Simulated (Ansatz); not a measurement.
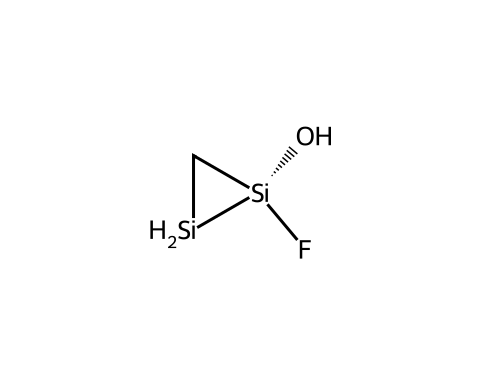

The geometry was computed by an optimisation with PBE-D4/def2-SVP. No frequency run is at hand to confirm it as a minimum. Properties computed with RKS PBE-D4/def2-SVP (Ansatz 0.2.0).

Question: Give the dipole moment at this level.

Answer: 1.79 D.

Question: Give the dispersion correction at this level.

Answer: −22.1 kJ/mol.
